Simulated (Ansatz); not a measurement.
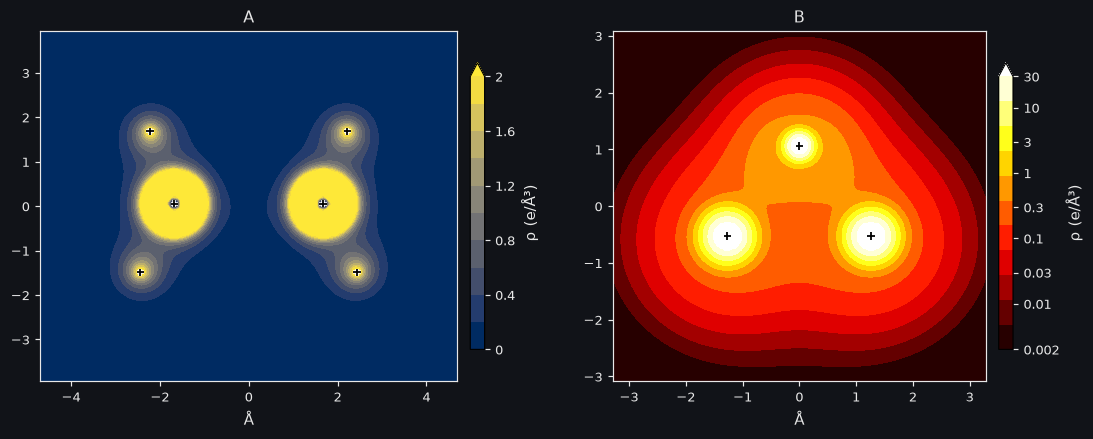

The total electron density of 2 systems, each on a plane through atoms (crosses mark nuclei in the plane).

Method: Ansatz, RKS PBE0-D4/def2-TZVP.

System 1: Al₂B (charge +1), the molecular plane. Geometry: r2SCAN-D4/def2-TZVP.

```xyz
3

B    -0.0460    0.4291   -0.9686
Al   -0.4528    0.8487    0.9779
Al    0.4989   -1.2778   -0.0093
```

System 2: H₆In₂O₂ ((H2In-mu-OH)2), the plane of atoms H2, In1 and H3. Geometry: PBE0-D4/def2-SVP; core potentials replace the inner electrons of In.

```yaml
atoms:
  - { symbol: In, position_ang: [1.6734, -0.1827, 0.0704] }
  - { symbol: H, position_ang: [2.2040, -1.7355, 0.5621] }
  - { symbol: H, position_ang: [2.4534, 1.2877, -0.3848] }
  - { symbol: O, position_ang: [-0.0108, 0.3437, 1.3476] }
  - { symbol: In, position_ang: [-1.6768, -0.1588, 0.0376] }
  - { symbol: H, position_ang: [-2.2391, -1.7039, 0.5186] }
  - { symbol: H, position_ang: [-2.4269, 1.3224, -0.4327] }
  - { symbol: O, position_ang: [0.0093, -0.4903, -1.3010] }
  - { symbol: H, position_ang: [-0.0075, 1.2518, 1.6705] }
  - { symbol: H, position_ang: [0.0209, 0.0656, -2.0882] }
```

Match each panel to its system.

Panel A is system 2, H₆In₂O₂: the plane holds In and H. In–H (1.71 Å): ρ at the midpoint is about 1.2 e/Å³. Panel B is system 1, Al₂B: the plane holds B and Al. Al–B (2.03 Å): the density is about 0.45 e/Å³ at the midpoint.
